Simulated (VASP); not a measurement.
Energy against volume of CoGa (CsCl type). All values below come from SCAN meta-GGA, VASP's PBE PAW potentials (set 64) (plane waves; VASP).

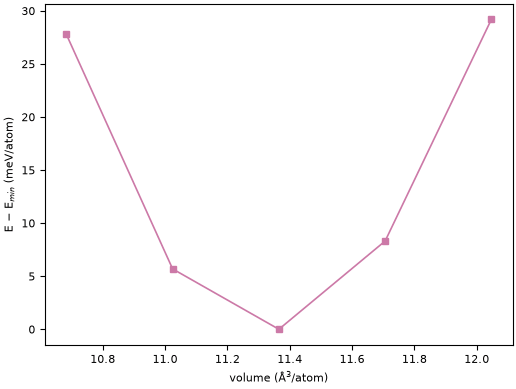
*Energy against volume*

Estimate the equilibrium volume and the bulk modulus.

The minimum lies near 11.3 Å³/atom, and the curvature gives B0 of about 220 GPa.

The compound is CoGa in the CsCl type structure. It was relaxed first, which changed the volume by -5 %. The run is not spin-polarised, so no magnetic state was tried.
